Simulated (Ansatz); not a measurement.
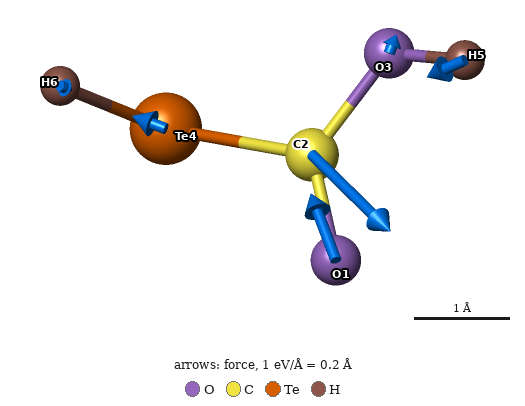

Starting geometry of CH2O2Te with the computed forces as blue arrows. Style: ball-and-stick. Shown at a tilt.

The run prepares an end point of a later path (hydrogen shift) calculation, from a guessed geometry.

All numbers below come from RKS PBE-D4/def2-SVP (Ansatz 0.2.0). Settings: no spin polarisation; force threshold 0.02 eV/Å; at most 50 steps.

**Is this structure relaxed? If not, where do the atoms go?**

It isn't relaxed: the largest force vector, on C2, is 7.59 eV/Å. The final displacements have little in common with the starting forces (cosine between the two patterns 0.16). The energy falls by 92.0 kJ/mol in 13 geometry steps. Largest force component: 5.2 eV/Å at the start, 0.0068 eV/Å at the end. The largest move after the best rigid fit is that of H6, 1.02 Å. Largest moves by element: H 1.02 Å, Te 0.83 Å, O 0.59 Å, C 0.32 Å. Near-neighbour distances that change, for instance: C2–Te4 2.068 → 2.180 Å, O1–C2 1.284 → 1.204 Å, Te4–H6 1.746 → 1.679 Å, O3–H5 1.040 → 0.985 Å. Among the angles between lasting bonds that change: C2–O3–H5 121.2° → 106.1°, O3–C2–Te4 117.2° → 107.4°, O1–C2–O3 118.5° → 125.6°. Groups turn about C2–Te4 by about 90°.
